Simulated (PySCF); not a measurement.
**C2H6GeO2 (SMILES CC(=O)[O][GeH3]) at 6 levels**

We compute a comparison of 6 runs (BLYP/6-31G*, SVWN5/6-31G*, TPSS/6-31G*, r2SCAN/6-31G*, revPBE/6-31G*, CCSD(T)/6-31G*) of C2H6GeO2. 

The results are computed with PySCF 2.14.0.

**1. The structure to begin with**

The species is C2H6GeO2 (11 atoms), meant as a singlet with charge 0. SMILES: `CC(=O)[O][GeH3]`. The shape is that of a PBE0-D4/def2-TZVP optimisation. This is one conformer, not always the lowest.

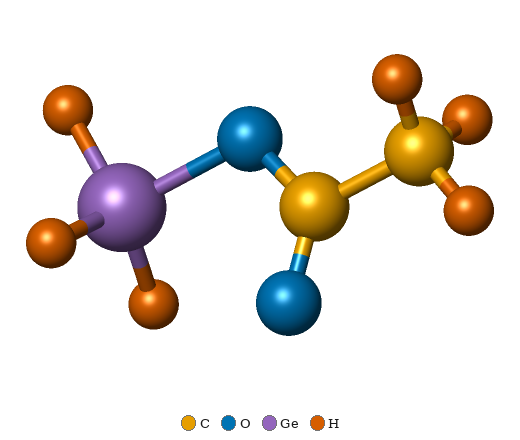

Viewed from a chosen angle; carbon amber, oxygen blue, germanium purple, hydrogen orange.

**2. The energy at BLYP/6-31G(d) (spherical functions) (run 1)**

Contents of mol.xyz:

```xyz
11

C     -0.090500    -1.581400     1.218900
C     -0.290500    -0.567800     0.135400
O     -1.119200    -0.650000    -0.741100
O      0.544500     0.461500     0.221700
Ge     0.290200     1.698200    -1.108100
H     -0.791500    -2.402600     1.093700
H      0.935500    -1.952900     1.189100
H     -0.234400    -1.109000     2.192400
H     -1.116600     2.283800    -0.984700
H      1.370900     2.720600    -0.735600
H      0.566700     1.042700    -2.461200
```

Contents of calc.py:

```python
from pyscf import gto, dft

mol = gto.M(
    atom='mol.xyz',
    max_memory=1860,
    basis='6-31g*',
    verbose=4,
)

mf = dft.RKS(mol)
mf.xc = 'blyp'
mf.grids.level = 5
mf.conv_tol = 1e-10
mf.kernel()
if not mf.converged:
    mf = mf.newton().run(mf.mo_coeff, mf.mo_occ)

e_final = mf.e_tot
print('Final energy', e_final)
```

Started as:

```console
$ OMP_NUM_THREADS=1 python calc.py
```

What it wrote:

```text
PySCF version 2.14.0

[... 87 lines left out ...]
converged SCF energy = -2306.98969660526
Final energy -2306.989696605255
```

Run time: 39 s. Hardware: 1 thread of Arm Neoverse V1, shared host; peak memory 0.53 GiB.

**3. A single-point energy at SVWN5/6-31G(d) (spherical functions) (run 2)**

Contents of input.py:

```python
from pyscf import gto, dft

mol = gto.M(
    atom=[
    ('C', (-0.090500, -1.581400, 1.218900)),
    ('C', (-0.290500, -0.567800, 0.135400)),
    ('O', (-1.119200, -0.650000, -0.741100)),
    ('O', (0.544500, 0.461500, 0.221700)),
    ('Ge', (0.290200, 1.698200, -1.108100)),
    ('H', (-0.791500, -2.402600, 1.093700)),
    ('H', (0.935500, -1.952900, 1.189100)),
    ('H', (-0.234400, -1.109000, 2.192400)),
    ('H', (-1.116600, 2.283800, -0.984700)),
    ('H', (1.370900, 2.720600, -0.735600)),
    ('H', (0.566700, 1.042700, -2.461200)),
],
    charge=0,
    max_memory=1860,
    verbose=3,
    spin=0,
    basis='6-31g*',
)

mf = dft.RKS(mol, xc='svwn')
mf.conv_tol = 1e-10
mf.grids.level = 5
mf.kernel()
if not mf.converged:
    mf = mf.newton().run(mf.mo_coeff, mf.mo_occ)

etot = mf.e_tot
print('Final energy', etot)
```

Started as:

```console
$ OMP_NUM_THREADS=1 python input.py
```

What it wrote:

```text
converged SCF energy = -2302.04173645665
Final energy -2302.0417364566542
```

Wall time 23 s (1 thread of Arm Neoverse V1, shared host); peak memory 0.35 GiB.

Runs 3 to 5 aren't shown in full; the table further down has their settings and results.

**4. A single-point energy at CCSD(T)/6-31G(d) (spherical functions) (run 6)**

Contents of run.py:

```python
from pyscf import gto, cc

mol = gto.M(
    atom='''
C     -0.090500    -1.581400     1.218900
C     -0.290500    -0.567800     0.135400
O     -1.119200    -0.650000    -0.741100
O      0.544500     0.461500     0.221700
Ge     0.290200     1.698200    -1.108100
H     -0.791500    -2.402600     1.093700
H      0.935500    -1.952900     1.189100
H     -0.234400    -1.109000     2.192400
H     -1.116600     2.283800    -0.984700
H      1.370900     2.720600    -0.735600
H      0.566700     1.042700    -2.461200
''',
    max_memory=1860,
    basis='6-31g*',
    verbose=3,
)

mf = mol.RHF()
mf.conv_tol = 1e-10
mf.kernel()
if not mf.converged:
    mf = mf.newton().run(mf.mo_coeff, mf.mo_occ)

mycc = cc.CCSD(mf, frozen=13)
mycc.kernel()
e_t = mycc.ccsd_t()
energy = mycc.e_tot + e_t
print('Final energy', energy)
```

Started as:

```console
$ OMP_NUM_THREADS=1 python run.py
```

What it wrote:

```text
converged SCF energy = -2304.06054422
E(CCSD) = -2304.930621650614  E_corr = -0.8700774306088012
CCSD(T) correction = -0.024327303272538
Final energy -2304.9549489538863
```

Wall time 1.8 min (1 thread of Arm Neoverse V1, shared host); peak memory 0.7 GiB.

**5. The series**

| run | level | integration grid | frozen core orbitals | energy (Eh) | dipole moment (D) of the reference | HOMO energy (eV) | LUMO energy (eV) | wall time |
| --- | --- | --- | --- | --- | --- | --- | --- | --- |
| 1 | BLYP/6-31G* (spherical functions) | 5 | – | -2306.989697 | 1.31 | -5.83 | -0.45 | 39 s |
| 2 | SVWN5/6-31G* (spherical functions) | 5 | – | -2302.041736 | 1.34 | -6.13 | -0.77 | 23 s |
| 3 | TPSS/6-31G* (spherical functions) | 5 | – | -2307.017991 | 1.33 | -6.13 | -0.42 | 73 s |
| 4 | r2SCAN/6-31G* (spherical functions) | 5 | – | -2306.871603 | 1.40 | -6.39 | -0.29 | 66 s |
| 5 | revPBE/6-31G* (spherical functions) | 5 | – | -2306.777013 | 1.32 | -5.92 | -0.48 | 39 s |
| 6 | CCSD(T)/6-31G* (spherical functions) | – | 13 | -2304.954949 | 1.58 | -12.06 | 3.16 | 1.8 min |

**6. What came out**

| quantity | value |
| --- | --- |
| run 6: total energy | -2304.95495 Eh |
| run 6: dipole moment (Hartree–Fock density) | 1.58 D |
| run 6: HOMO energy (Hartree–Fock orbitals) | -12.06 eV |
| run 6: LUMO energy (Hartree–Fock orbitals) | 3.16 eV |
| run 6: HOMO–LUMO gap (Hartree–Fock orbitals) | 15.21 eV |
| run 6: correlation energy (13 core orbitals frozen) | -894.4 mEh |
| run 6: (T) correction | -24.33 mEh |
| run 6: T1 diagnostic | 0.014 |

In words: Over runs 1, 2, 3, 4, 5 the dipole moment (its size) runs from 1.31 D (BLYP/6-31G*) to 1.40 D (r2SCAN/6-31G*). Over runs 1, 2, 3, 4, 5 the HOMO–LUMO gap runs from 5.37 eV (SVWN5/6-31G*) to 6.09 eV (r2SCAN/6-31G*). Totals of different functionals can't be ranked against each other. All runs together took 5.8 min, the longest 1.8 min.
